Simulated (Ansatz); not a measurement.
# Calculations on BSiH5O2F2

### Relaxation

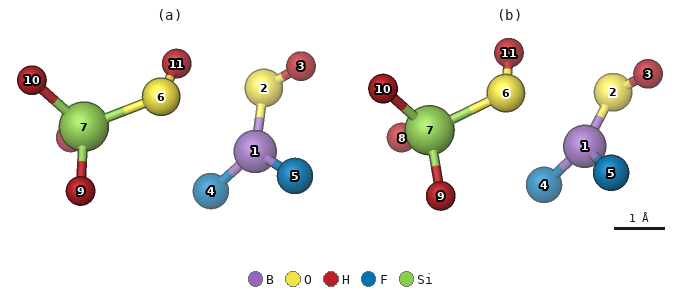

The structure of BSiH$_{5}$O$_{2}$F$_{2}$ before (left) and after (right) a relaxation, at one scale.

Style: ball-and-stick. Shown from a free direction.

The run prepares an end point of a later path (reaction) calculation, from a guessed geometry.

Theory: RKS PBE-D4/def2-SVP (Ansatz 0.2.0).

Input file:
```yaml
crystal:
  periodic: [false, false, false]
  atoms:
    - { symbol: B, position_ang: [0.053418, -0.339929, 0.126948] }
    - { symbol: O, position_ang: [-0.771049, -0.932912, 1.072593] }
    - { symbol: H, position_ang: [-1.670835, -1.044826, 0.716706] }
    - { symbol: F, position_ang: [1.353991, -0.230932, 0.390616] }
    - { symbol: F, position_ang: [-0.399987, -0.00953, -1.08614] }
    - { symbol: O, position_ang: [-0.404483, 1.830347, 1.495505] }
    - { symbol: Si, position_ang: [0.958386, 2.56074, 2.184924] }
    - { symbol: H, position_ang: [1.890796, 1.546945, 2.79167] }
    - { symbol: H, position_ang: [1.636576, 3.287409, 1.064563] }
    - { symbol: H, position_ang: [0.563687, 3.554445, 3.24759] }
    - { symbol: H, position_ang: [-0.776, 1.069144, 2.006823] }
basis:
  gaussian: { orbitals: def2-SVP }
hamiltonian:
  xc: pbe
  dispersion: d4
relax:
  f_tol: 0.03
  max_steps: 50
```

Command:
```bash
ansatz run input.yaml --threads 4 --pin off --max-ram 5120MiB --backend cpu --events-out ev --progress --plain --runs-dir out
```

Q: Describe what moved and what it gained.

A: Over 11 geometry steps the energy falls by 5.21 kJ/mol. The largest force component goes from 0.56 to 0.025 eV/Å. The largest move after the best rigid fit is that of F5, 0.56 Å. Largest moves by element: F 0.56 Å, H 0.44 Å, O 0.37 Å, B 0.26 Å, Si 0.14 Å. Among the contacts that change: B1–O6 2.606 → 2.138 Å, O6–Si7 1.693 → 1.712 Å, B1–F4 1.331 → 1.349 Å, O6–H11 0.989 → 0.976 Å. Among the angles between lasting bonds that change: O6–Si7–H10 111.1° → 108.9°.

Limits of the set-up: the start holds two separate molecules, 2.2 Å apart at their closest, whose relative position is a soft coordinate.

### Relaxation

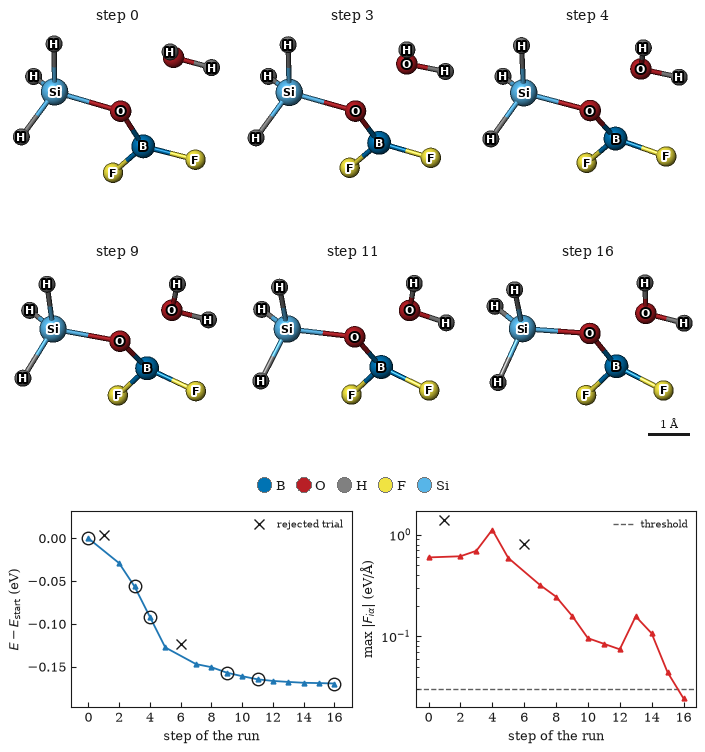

Frames of a relaxation of BSiH$_{5}$O$_{2}$F$_{2}$, marked on the history of the run. The picture is a ball-and-stick view, seen at a tilt.

The run prepares an end point of a later path (reaction) calculation, from a guessed geometry.

The calculation used RKS PBE-D4/def2-SVP in Ansatz.

Input
```yaml
crystal:
  periodic: [false, false, false]
  atoms:
    - { symbol: B, position_ang: [0.1497, 0.607496, 0.055342] }
    - { symbol: O, position_ang: [-0.728431, -0.811424, 2.053096] }
    - { symbol: H, position_ang: [-1.375237, -1.327125, 1.531833] }
    - { symbol: F, position_ang: [1.390241, 0.167233, -0.182073] }
    - { symbol: F, position_ang: [-0.852209, 0.119176, -0.680469] }
    - { symbol: O, position_ang: [-0.095566, 1.672272, 0.907104] }
    - { symbol: Si, position_ang: [1.045106, 2.505703, 1.85981] }
    - { symbol: H, position_ang: [1.932484, 1.536413, 2.583448] }
    - { symbol: H, position_ang: [1.862393, 3.417332, 0.991508] }
    - { symbol: H, position_ang: [0.238858, 3.309903, 2.833883] }
    - { symbol: H, position_ang: [-1.13284, 0.093921, 2.058318] }
basis:
  gaussian: { orbitals: def2-SVP }
hamiltonian:
  xc: pbe
  dispersion: d4
relax:
  f_tol: 0.03
  max_steps: 50
output:
  orbitals: {}
```

Command:
```bash
ansatz run input.yaml --threads 4 --pin off --max-ram 5120MiB --backend cpu --events-out ev --progress --plain --runs-dir out
```

> Describe the path.

The largest move after the best rigid fit is that of O2, 0.50 Å. By element the largest moves are O 0.50 Å, H 0.49 Å, B 0.42 Å, F 0.35 Å, Si 0.08 Å. Near-neighbour distances that change, for instance: B1–O2 2.603 → 1.837 Å, B1–F5 1.336 → 1.368 Å, B1–F4 1.338 → 1.361 Å, O6–Si7 1.704 → 1.686 Å. Bond angles that change, for instance: F4–B1–O6 121.8° → 118.6°, F4–B1–F5 118.5° → 115.6°, H3–O2–H11 102.4° → 105.2°. Groups turn about B1–O6 by about 20°. After 14 accepted moves (16 points after the start) the energy has fallen by 0.169 eV. Largest force component: 0.6 eV/Å at the start, 0.024 eV/Å at the end. The line search rejected the trial steps at points 1, 6 of the run. From step 0 to 3: O2 moves most (0.17 Å), energy −0.056 eV. From step 3 to 4: H and F atoms move most (0.15 Å), energy −0.036 eV. From step 4 to 9: H3 moves most (0.18 Å), energy −0.065 eV. From step 9 to 11: O and H atoms move most (0.11 Å), energy −0.008 eV. From step 11 to 16: H11 moves most (0.16 Å), energy −0.005 eV.

Limits of the set-up: the start holds two separate molecules, 2.2 Å apart at their closest, whose relative position is a soft coordinate.

### Path

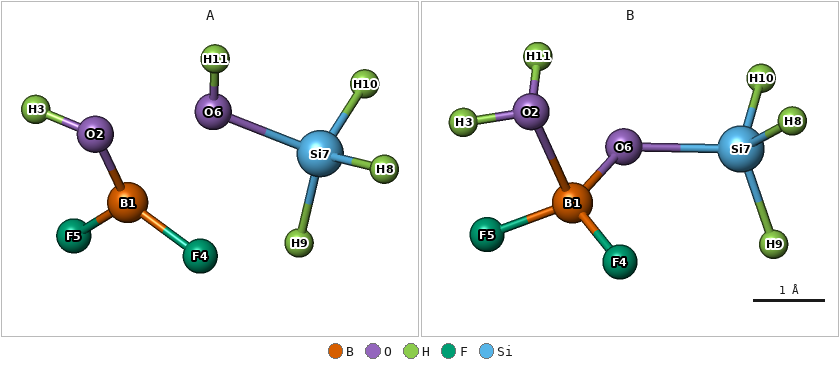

The two relaxed end points of a path for BSiH5O2F2. A ball-and-stick model, seen at a tilt.

Level of theory: RKS PBE-D4/def2-SVP in Ansatz 0.2.0.

Set-up: 9 movable images; climbing image; force threshold 0.03 eV/Å; iteration limit 60.

Start:
```xyz
11

B     0.0324   -0.1282    0.2808
O    -0.8027   -1.0325    0.8934
H    -1.6813   -1.0200    0.4750
F     1.3490   -0.1874    0.5711
F    -0.3299    0.5007   -0.8539
O    -0.3565    1.4870    1.6259
Si    0.9750    2.4609    2.0830
H     1.9750    1.6837    2.8890
H     1.5560    2.9508    0.7977
H     0.4746    3.6155    2.9069
H    -0.7572    0.9604    2.3430
```

End:
```xyz
11

B     0.0675    0.5121    0.3818
O    -0.8155   -0.7280    1.4094
H    -1.4383   -1.1606    0.7891
F     1.3100   -0.0323    0.2709
F    -0.7120    0.4371   -0.7403
O    -0.0989    1.6388    1.1939
Si    1.1165    2.4864    1.9978
H     1.7917    1.6198    3.0269
H     2.1445    3.0140    1.0375
H     0.4375    3.6294    2.6942
H    -1.3685   -0.1259    1.9506
```

Question: What barrier does the band find between them, and by what path?

Answer: The highest point, image 6, lies 0.42 eV above the start and 0.53 eV above the end; the end is at −0.11 eV relative to the start. Breaking: O6–H11 (0.98 → 1.21 at the top → 2.30 Å). Forming: B1–O6 (2.14 → 1.57 at the top → 1.40 Å), O2–H11 (2.46 → 1.27 at the top → 0.98 Å). The band is converged. At the top, the vibrational analysis gives one imaginary mode (1044i cm⁻¹), as a transition state must have.

Energies of the converged images:

| image | path (Å) | E (eV) |
| --- | --- | --- |
| 0 | 0.00 | 0.000 |
| 1 | 0.25 | 0.002 |
| 2 | 0.49 | 0.008 |
| 3 | 0.74 | 0.035 |
| 4 | 0.99 | 0.105 |
| 5 | 1.23 | 0.269 |
| 6 | 1.48 | 0.420 |
| 7 | 1.83 | 0.119 |
| 8 | 2.18 | -0.070 |
| 9 | 2.53 | -0.107 |
| 10 | 2.88 | -0.108 |

The geometry at the top of the path:

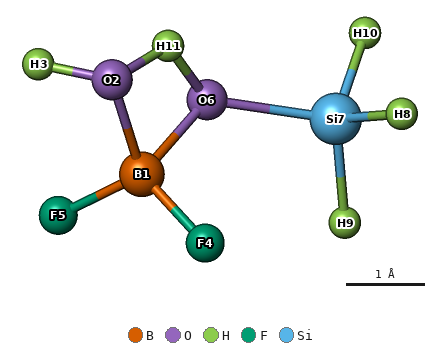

Cost: 3.6 min on 4 threads of Intel(R) Xeon(R) Platinum 8259CL CPU @ 2.50GHz (Skylake/Cascade Lake), with other jobs on the host, peak memory 0.18 GiB.
